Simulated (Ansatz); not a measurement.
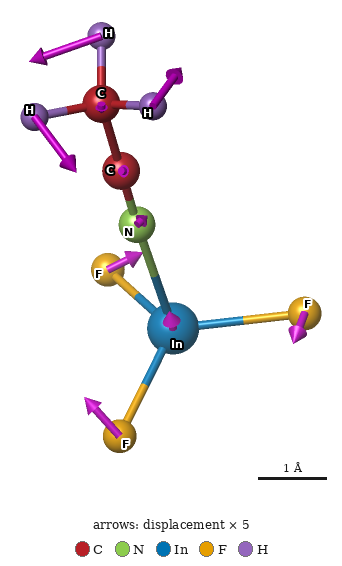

A relaxation of C2H3F3InN. The starting structure is drawn; purple arrows show the displacements, 5 times their true length. The two geometries are superimposed by the best rigid fit.

The picture is a ball-and-stick view, seen from a free direction.

The start comes from PBE-D4/def2-SVP.

The calculation used RKS PBE0-D4/def2-TZVP in Ansatz. (force threshold 0.005 eV/Å; at most 150 steps)

Q: What happened in the run?

A: The energy falls by 2.29 kcal/mol in 21 accepted moves (22 points after the start). Largest force component: 1.9 eV/Å at the start, 0.0027 eV/Å at the end. The line search rejected the trial step at point 18 of the run. The forces were under the threshold at step 3, but the run went on from there. The largest moves after the best rigid fit, 0.23 Å, are those of H atoms. Largest moves by element: H 0.23 Å, F 0.16 Å, In 0.07 Å, N 0.05 Å, C 0.03 Å. Some distances before and after: In–N 2.340 → 2.263 Å, F–In 1.973 → 1.941 Å, C–N 1.165 → 1.143 Å, C–H 1.108 → 1.091 Å. Among the angles between lasting bonds that change: C–N–In 177.6° → 179.8°.
